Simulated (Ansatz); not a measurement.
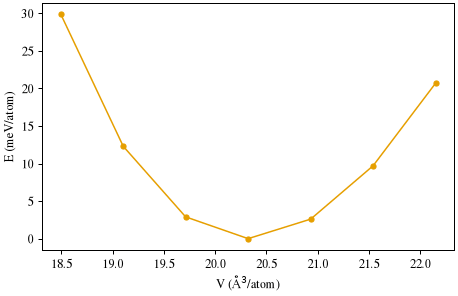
Ga (α-Ga, space group No. 64) under volume change, plane-wave PAW PBE (Ansatz code), shape and atoms relaxed at each volume.

Question: What does a third-order Birch–Murnaghan fit give for V₀, B₀ and B′?

Answer: V₀ = 20.32 Å³/atom, B₀ = 48.1 GPa, B′ = 5.2.

Space group Cmce (α-Ga). The cell was relaxed with PBE under the symmetry of its start.

Potentials: the earlier of the program's two PAW sets.
